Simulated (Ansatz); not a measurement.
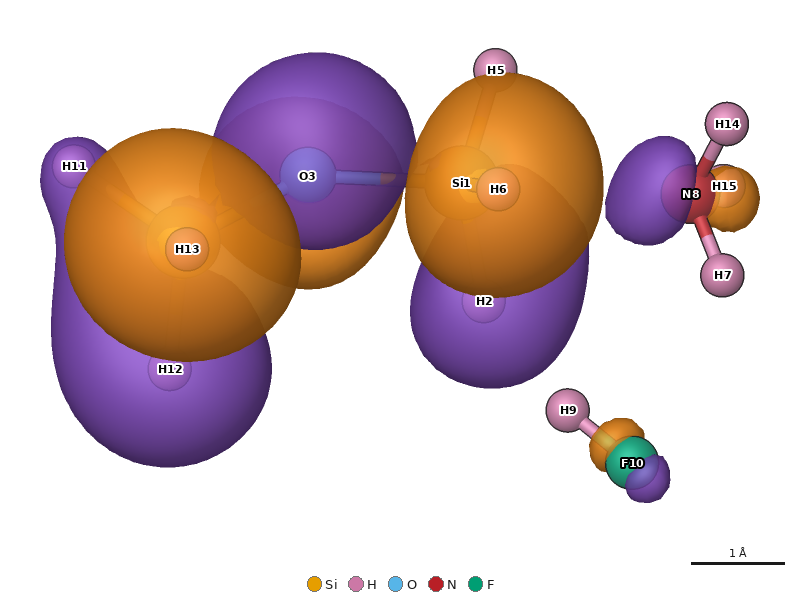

Figure. H₆OSi₂···NH₃···HF. The HOMO at ±0.06 Å⁻³ᐟ² (orange and purple are the two phases), seen across its widest extent.

The reactant side of a reaction path; geometry: PBE0-D4/def2-TZVP.

The calculation used RKS PBE0-D4/def2-TZVPP in Ansatz 0.2.0.

```yaml
atoms:
  - { symbol: Si, position_ang: [0.4294, 0.0036, 0.4660] }
  - { symbol: H, position_ang: [-1.0701, 0.0537, 0.4220] }
  - { symbol: O, position_ang: [0.7231, -1.6220, 0.3006] }
  - { symbol: Si, position_ang: [0.6129, -2.8865, -0.7175] }
  - { symbol: H, position_ang: [0.9966, 0.2950, 1.7979] }
  - { symbol: H, position_ang: [1.0829, 0.6239, -0.7099] }
  - { symbol: H, position_ang: [-0.6141, 2.7746, 0.0010] }
  - { symbol: N, position_ang: [-0.0380, 2.4136, 0.7546] }
  - { symbol: H, position_ang: [-1.8834, 0.9806, -0.5706] }
  - { symbol: F, position_ang: [-2.2975, 1.6836, -1.0271] }
  - { symbol: H, position_ang: [1.2227, -4.0763, -0.0725] }
  - { symbol: H, position_ang: [-0.8113, -3.1834, -1.0359] }
  - { symbol: H, position_ang: [1.3277, -2.6040, -1.9928] }
  - { symbol: H, position_ang: [0.8349, 2.9276, 0.7589] }
  - { symbol: H, position_ang: [-0.5156, 2.6161, 1.6253] }
```

Where does this orbital lie, and at what energy?

Its weight (Hirshfeld) is mainly on O3 (about 35 %), Si4 (about 15 %), H13 (about 15 %), Si1 (about 10 %), H6 (about 10 %) and H12 (about 10 %). Its energy is −8.36 eV.
